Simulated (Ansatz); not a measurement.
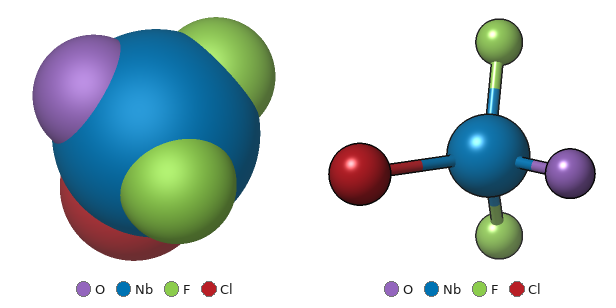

Both panels show the same species.

Charge 0, singlet. Computed geometry: PBE0-D4/def2-TZVP optimisation.

Give the formula.

Answer. NbClOF2, 5 atoms: 1 niobium, 1 chlorine, 1 oxygen and 2 fluorine.

Write the SMILES.

Answer. [O]=[Nb]([F])([F])[Cl]

The parts below concern this one geometry. Atoms keep their numbers from picture to picture.

Shape

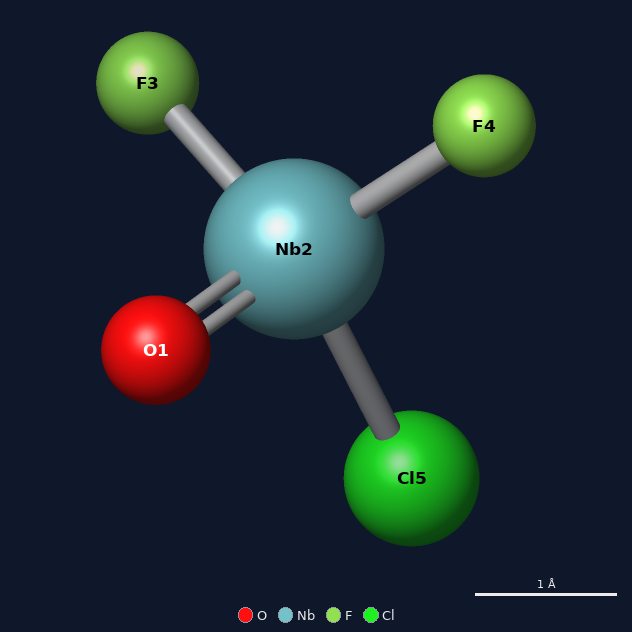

Atoms carry their numbers in the input.

What is the geometry at Nb2?

Answer. Nb2 has 4 neighbours (O1 at 1.68, F3 at 1.85, F4 at 1.85, Cl5 at 2.28 Å); the arrangement is tetrahedral.

Vibrations

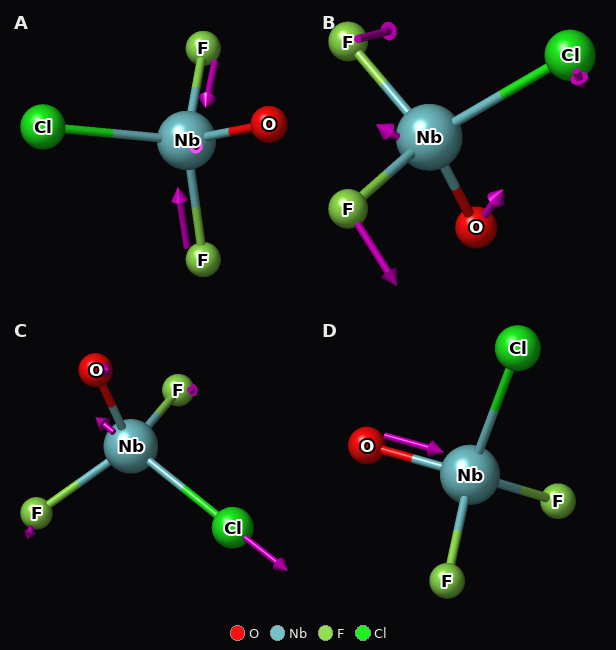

4 normal modes of one molecule or complex, as arrows. Harmonic vibrations computed with RKS PBE0-D4/def2-TZVP, core potentials on Nb (Ansatz 0.2.0) at a stationary point of the same level.

Match the panels to the wavenumbers 184 cm⁻¹, 443 cm⁻¹, 708 cm⁻¹, 1071 cm⁻¹.

Answer. A: 708 cm⁻¹, in-phase stretching of 2 Nb–F bonds
B: 184 cm⁻¹, F–Nb–F bending
C: 443 cm⁻¹, Nb–Cl stretching
D: 1071 cm⁻¹, Nb–O stretching

Charges

The questions are on Mulliken charges. Level of theory: RKS PBE-D4/def2-TZVPP, core potentials on Nb (Ansatz 0.2.0).

Give the Mulliken charges atom by atom.

```
atom  value (e)
  O1      −0.43
 Nb2       1.35
  F3      −0.32
  F4      −0.32
 Cl5      −0.28
```

Electronic properties

Level of theory: RKS BHLYP-D4/def2-TZVPP, core potentials on Nb (Ansatz 0.2.0).

Computed properties:

- HOMO energy (Kohn–Sham orbital): −11.31 eV
- LUMO energy (Kohn–Sham orbital): −1.78 eV
- HOMO–LUMO gap: 9.52 eV

Metal centre

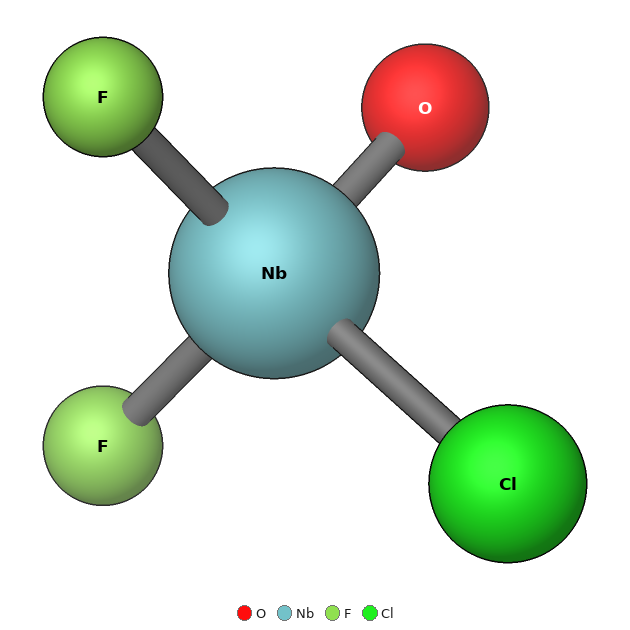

A molecule with one transition-metal atom.

Describe the coordination sphere.

Answer. Nb binds 4 atoms: 1 O at 1.68 Å, 2 F at 1.85 Å, 1 Cl at 2.28 Å. The arrangement is tetrahedral.

What are the formal oxidation state of the metal and its number of d electrons?

Answer. Nb(V), d⁰, counting the ligands as closed-shell ions or neutral donors.

Mulliken values depend strongly on the basis set and can even reverse the polarity of a bond.
